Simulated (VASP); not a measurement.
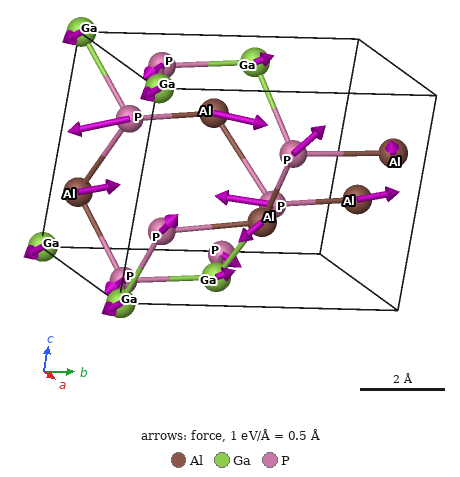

Starting geometry of a crystal of Al2GaP3 (a generated structure, set up in P1) with the computed forces as purple arrows. A ball-and-stick model of the cell of the calculation, reduced to other axes, seen slightly off an axis. Lengths and directions refer to the drawn axes.

The run lets cell and atoms move.

Level of theory: Kohn-Sham DFT of a periodic cell, PBE, VASP PAW PBE potentials, recommended (VASP 6.6.1).

Input
```
PREC = Normal ; ENCUT = 520
EDIFF = 1E-5 ; ISMEAR = 0
SIGMA = 0.05 ; LREAL = Auto
LASPH = True ; NELM = 80
ALGO = Fast ; ISIF = 3
LWAVE = False ; LCHARG = False
GGA = PE ; IBRION = 2
NSW = 110 ; EDIFFG = -0.03
ISYM = 0 ; KPAR = 8
```

Launched with:
```bash
cat potpaw_PBE.64/Al/POTCAR potpaw_PBE.64/Ga_d/POTCAR potpaw_PBE.64/P/POTCAR > POTCAR
mpirun -np 8 vasp_std > vasp.out
```

What follows when this structure is relaxed?

It isn't relaxed: the largest force vector, on a P atom, is 3.09 eV/Å. The final displacements follow the starting forces only in part (cosine between the two patterns 0.79). Over 19 geometry steps the energy falls by 122 meV per atom. Largest force component: 2.6 eV/Å at the start, 0.017 eV/Å at the end. The pressure goes from 1.64 to 0.00 GPa. A P atom moves most relative to the cell: 0.25 Å roughly along [−1 2 0]. Largest moves by element: P 0.25 Å, Al 0.16 Å, Ga 0.08 Å. The volume changes by +0.1 %, with a 6.652 → 6.743 Å (+1.4 %), b 6.683 → 6.741 Å (+0.9 %), c 6.794 → 6.745 Å (−0.7 %), α 82.0° → 80.4°, β 61.0° → 60.0°, γ 71.4° → 70.6°. Near-neighbour distances that change, for instance: Al–P 2.633 → 2.382 Å, Al–P 2.165 → 2.383 Å, Al–P 2.191 → 2.383 Å, Al–P 2.553 → 2.382 Å. Among the angles between lasting bonds that change: P–Al–P 96.8° → 109.4°, Al–P–Al 97.7° → 109.1°, Al–P–Al 120.3° → 109.2°. The space group stays P1 (No. 1).
